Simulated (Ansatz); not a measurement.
# CH$_{7}$BSi: what the fields show

Input

```
crystal:
  periodic: [false, false, false]
  atoms:
    - {symbol: B, position_ang: [-1.375582, 0.651664, -1.264489]}
    - {symbol: Si, position_ang: [0.191912, 0.733877, -0.009492]}
    - {symbol: C, position_ang: [0.712458, -0.896120, 0.759321]}
    - {symbol: H, position_ang: [-1.965559, -0.356761, -1.525743]}
    - {symbol: H, position_ang: [-1.758017, 1.655833, -1.792272]}
    - {symbol: H, position_ang: [-0.151152, 1.714101, 1.066980]}
    - {symbol: H, position_ang: [1.338871, 1.325872, -0.765260]}
    - {symbol: H, position_ang: [0.990873, -1.616507, -0.013436]}
    - {symbol: H, position_ang: [1.568452, -0.764511, 1.424576]}
    - {symbol: H, position_ang: [-0.105718, -1.327964, 1.340467]}
basis:
  gaussian: {orbitals: def2-TZVPP}
hamiltonian: {xc: pbe0, dispersion: d4}
output: {orbitals: {seedname: orbitals}}
```

Launched as:

```sh
ansatz run in.yaml --threads 2 --pin off --events-out ev --progress --plain --max-ram 4352MiB
```

Geometry: PBE0-D4/def2-TZVP.

These are results of Ansatz 0.2.0, RKS PBE0-D4/def2-TZVPP, not measurements.

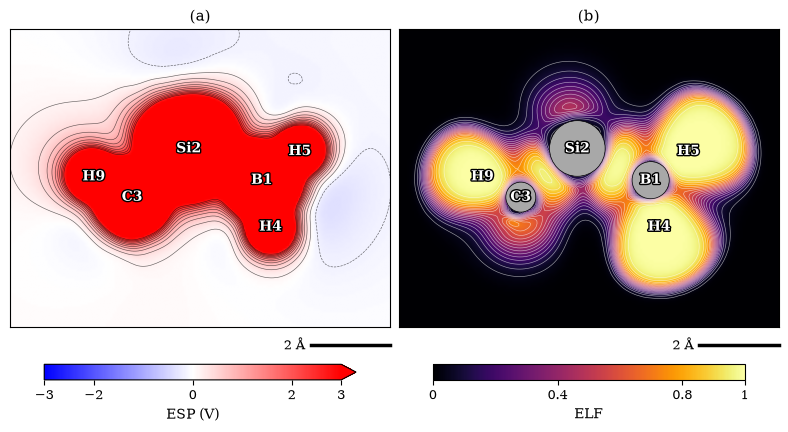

Figure 1. (a) electrostatic potential; (b) electron localisation function on the plane of atoms Si2, B1 and H4. Grey discs cover the atomic cores in the ELF map.

### What does the map show?

- Atoms in the plane: B, Si, C and H.
- C–Si (1.88 Å): the ELF peaks at about 0.95 between the atoms: a shared electron pair.
- Si–B (2.01 Å): the ELF peaks at about 1 between the atoms (a shared electron pair).
- C–H (1.09 Å): the ELF climbs to about 1 towards the hydrogen, as it does in any bond to H; a covalent bond by its length.
- B–H (1.20 Å): the ELF climbs to about 1 towards the hydrogen: a covalent bond by its length.
- Outside the dense part of the molecule the potential is most negative (−0.4 V) near H5.

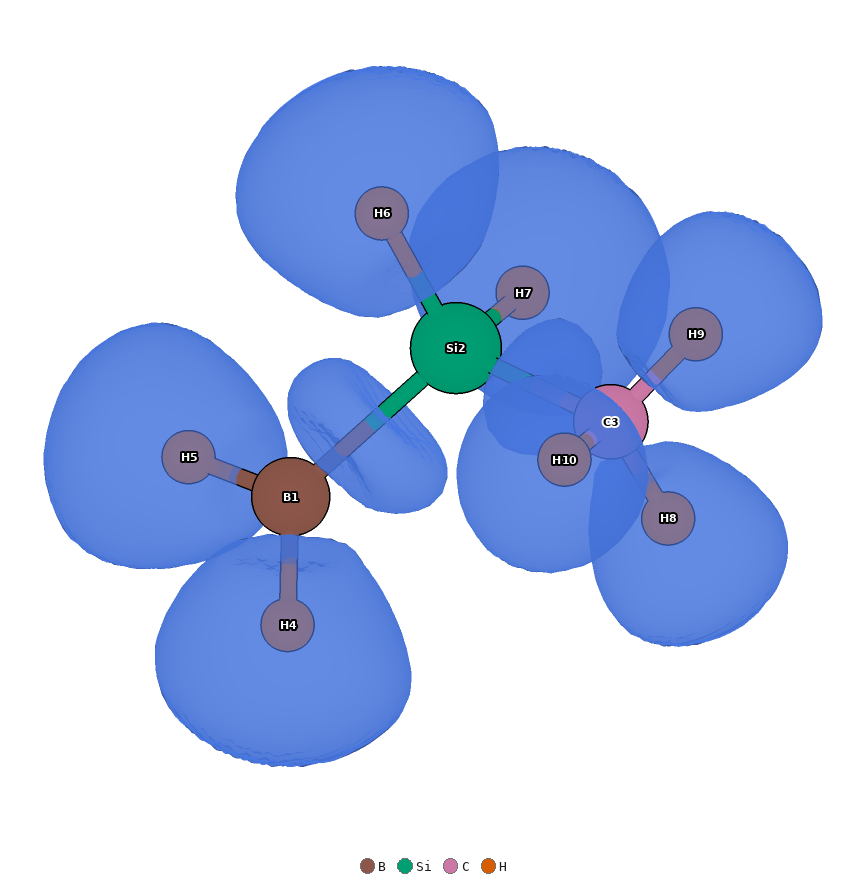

Figure 2. Isosurface of the electron localisation function at 0.8 (blue), seen at an oblique angle. Core shells and regions of very low density are left out.

### Identify the bonds, lone pairs and shells in this picture.

The ELF exceeds this value in one region between bonded B–Si atoms (shared pairs), one region between bonded C–Si atoms (shared pairs) and seven regions around hydrogen nuclei.

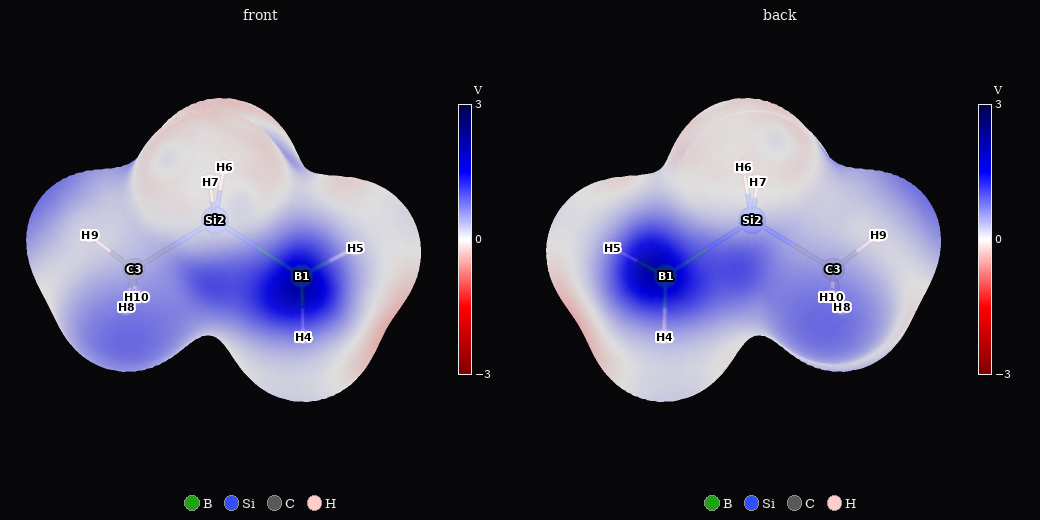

Figure 3. The electrostatic potential painted on the density surface at 0.002 e/bohr³, seen from the front and from behind; red is negative and blue positive.

### Where is the surface potential most negative and most positive?

The most negative region (about −0.4 V) lies over H4, the most positive (about +2.0 V) over B1.
